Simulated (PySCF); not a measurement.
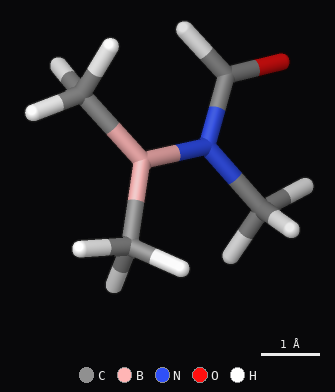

This is the input geometry for a relaxation of C₄H₁₀BNO. Style: stick. Shown at a tilt.

The start comes from GFN2-xTB. Its atoms were then displaced at random by about 0.01 Å.

Computed with PBE0-D3(BJ)/def2-SVP geometry optimisation, gas phase (PySCF 2.14.0, density-fitted response routines).

```xyz
17

C     1.6180    0.9953    0.7746
B     0.6056   -0.0415    0.1197
C     1.1093   -1.4725   -0.3105
N    -0.7347    0.2715   -0.0859
C    -1.6853   -0.7122   -0.6728
C    -1.3375    1.4786    0.2338
O    -2.4825    1.7649    0.0783
H     1.7086    1.9176    0.1465
H     2.5972    0.6252    0.9234
H     1.2529    1.3546    1.7579
H     2.1991   -1.5751   -0.2105
H     0.6934   -2.2394    0.3370
H     0.8262   -1.7157   -1.3330
H    -1.4141   -0.9278   -1.6829
H    -2.6904   -0.2917   -0.6550
H    -1.6737   -1.6122   -0.0737
H    -0.6086    2.1924    0.6634
```

Question: Where does the relaxation end?

Answer: The atom that moves furthest after the best rigid fit is H10 (0.17 Å). Largest moves by element: H 0.17 Å, N 0.05 Å, C 0.04 Å, O 0.03 Å, B 0.02 Å. Near-neighbour distances that change, for instance: B2–N4 1.392 → 1.442 Å, C1–H9 1.057 → 1.099 Å, N4–C5 1.489 → 1.456 Å, C5–H14 1.068 → 1.100 Å. Bond angles that change, for instance: B2–C1–H9 114.8° → 111.3°, B2–N4–C6 125.5° → 122.2°, C5–N4–C6 112.9° → 115.8°. After 7 geometry steps the energy has fallen by 0.172 eV.

Step by step:

```csv
step,"E − E(0), eV"
0,0.0000
1,-0.1522
2,-0.1558
3,-0.1676
4,-0.1690
5,-0.1714
6,-0.1715
7,-0.1719
```

The structure at the end:

```xyz
17

C     1.5955    1.0229    0.7811
B     0.6185   -0.0421    0.1361
C     1.1370   -1.4595   -0.3201
N    -0.7783    0.2521   -0.0681
C    -1.6931   -0.7180   -0.6518
C    -1.3300    1.4803    0.2614
O    -2.4856    1.7847    0.1064
H     1.7985    1.8379    0.0630
H     2.5660    0.5726    1.0328
H     1.2022    1.5036    1.6903
H     2.2223   -1.5805   -0.1997
H     0.6445   -2.2531    0.2704
H     0.8795   -1.6721   -1.3715
H    -1.4177   -0.9450   -1.6926
H    -2.7053   -0.2958   -0.6383
H    -1.6847   -1.6571   -0.0808
H    -0.5859    2.1811    0.6916
```

After the run, drawn alike:

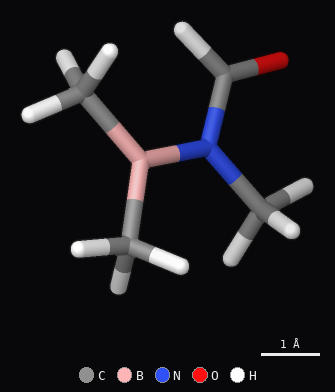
